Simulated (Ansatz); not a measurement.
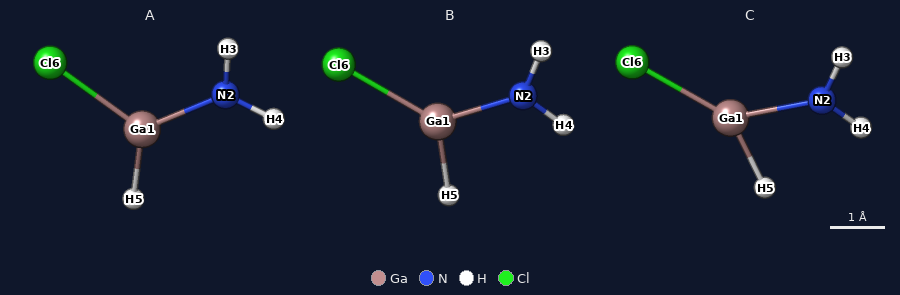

3 geometries from one relaxation of GaNH$_{3}$Cl, in shuffled order. The picture is a ball-and-stick view, seen at a tilt.

The run prepares an end point of a later path (reaction) calculation, from a guessed geometry.

Level of theory: RKS PBE-D4/def2-TZVP (Ansatz). (no spin polarisation; force threshold 0.03 eV/Å; at most 50 steps)

Order the frames from highest to lowest energy.

C, B, A. They are steps 0, 2, 9, at +15.4 kcal/mol, +3.54 kcal/mol relative to the last. H5 moves most after the best rigid fit: 0.70 Å. By element the largest moves are H 0.70 Å, Cl 0.35 Å, Ga 0.30 Å, N 0.14 Å. Among the contacts that change: Ga1–N2 1.877 → 1.814 Å, Ga1–Cl6 2.127 → 2.164 Å, N2–H3 1.019 → 1.014 Å, Ga1–H5 1.548 → 1.553 Å. Bond angles that change, for instance: N2–Ga1–H5 84.6° → 126.1°, H5–Ga1–Cl6 144.6° → 120.6°, N2–Ga1–Cl6 129.9° → 113.3°. Over 8 accepted moves (9 points after the start) the energy falls by 15.4 kcal/mol. The largest force component goes from 1.4 to 0.0021 eV/Å. The line search rejected the trial step at point 5 of the run.
